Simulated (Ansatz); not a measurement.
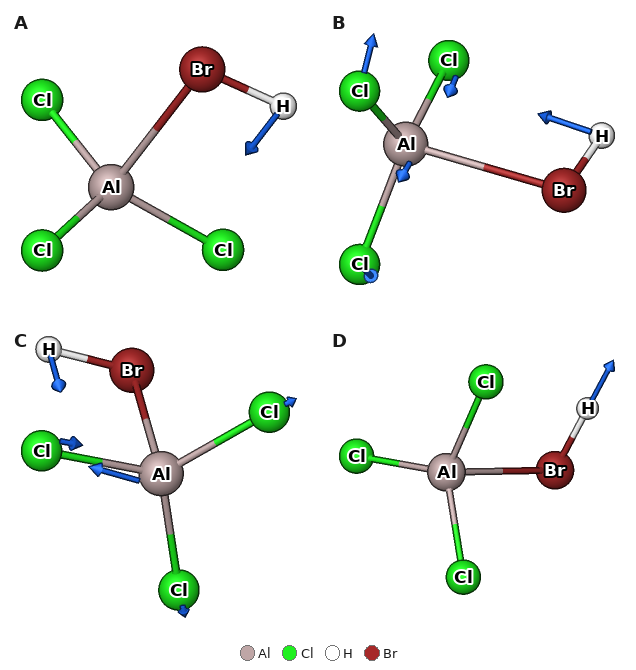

4 normal modes of one molecule or complex, as arrows. Harmonic vibrations computed with RKS PBE0-D4/def2-TZVP (Ansatz 0.2.0) at a stationary point of the same level. It is a saddle point of order 1.

**Match the panels to the wavenumbers 142 cm⁻¹, 390 cm⁻¹, 593 cm⁻¹, 2624 cm⁻¹.**

A: 390 cm⁻¹, Al–Br–H bending
B: 142 cm⁻¹, Cl–Al–Cl bending
C: 593 cm⁻¹
D: 2624 cm⁻¹, Br–H stretching
